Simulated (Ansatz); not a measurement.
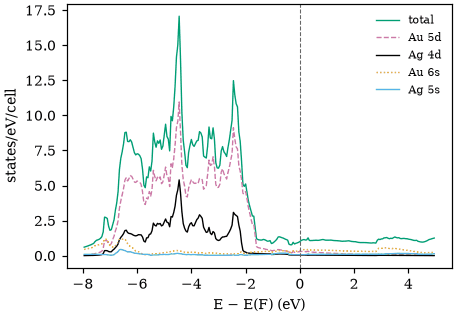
*Total and projected density of states of AgAu3 (Cu3Au type, Pm-3m), DFT-PBEsol in the program Ansatz with PAW potentials*

Task: Which orbitals carry the states next to the Fermi level?

Result: Within 0.5 eV of the Fermi level: Au 6s 35 %, Au 5d 27 %, Ag 5s 9 %, outside the projected shells 24 %. Projections are on Löwdin-orthogonalised atomic valence shells; empty p or d shells of many metals are not among them.

Task: Where is the tallest occupied peak in this window, and what makes it?

Result: Near -4.4 eV, about 17 states/eV per cell; the largest projected share is Au 5d.

The workflow started from a Materials Project entry (that database holds measured and hypothetical structures alike); the Crystallography Open Database copy checked does not list it. Whether it is the stable phase at ambient conditions was not checked. The PBEsol relaxation kept the symmetry of its start; its stability against distortions is not shown here. No spin polarisation was allowed. Scalar-relativistic: spin–orbit coupling is off unless named, which matters more the heavier the elements.

Potentials: the later of the program's two PAW sets.
